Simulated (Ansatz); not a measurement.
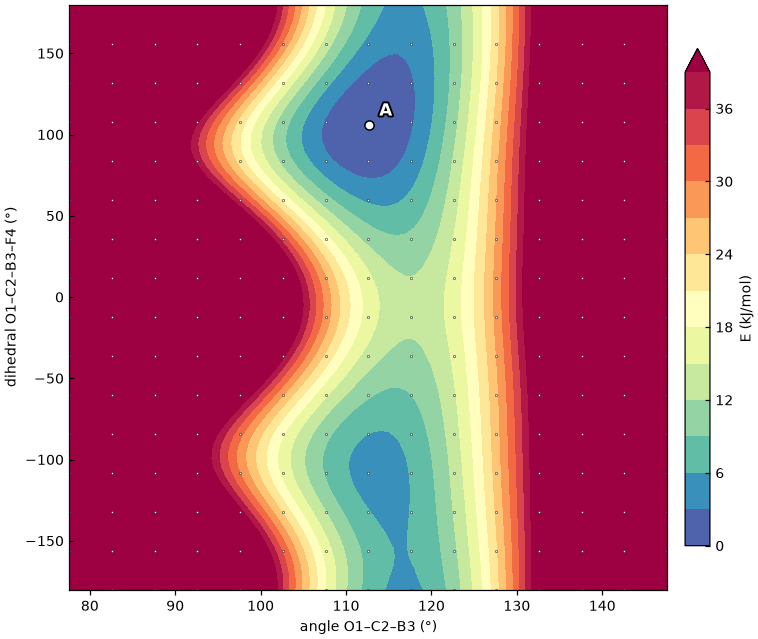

CH2BFO, SMILES O=CBF. First axis: angle O1–C2–B3. Second axis: dihedral O1–C2–B3–F4. Nothing is relaxed (all other coordinates rigid). The grid has 15 × 15 points. Points are written as (first, second). All energies are given in kJ/mol relative to the relaxed molecule at the same level. The calculation used RKS PBE-D4/def2-TZVP (Ansatz).

Drawn: filled contours, dots at the grid points, one colour for all values above the top of the scale, the well A. Between grid points the surface is interpolated.

> Estimate the position of the minimum and the force constants in these coordinates. Take the well at A.

The interpolated minimum is at angle O1–C2–B3 ≈ 112.6°, dihedral O1–C2–B3–F4 ≈ 106°. The curvatures there are about 7.2 eV/rad² and 0.2 eV/rad², with a cross term of about −0.31 eV/rad². Round the minimum the valley is somewhat tilted: raising angle O1–C2–B3 shifts the best value of dihedral O1–C2–B3–F4 upwards (coupling k₁₂/√(k₁₁k₂₂) about −0.3). (1 eV is 96.5 kJ/mol.)
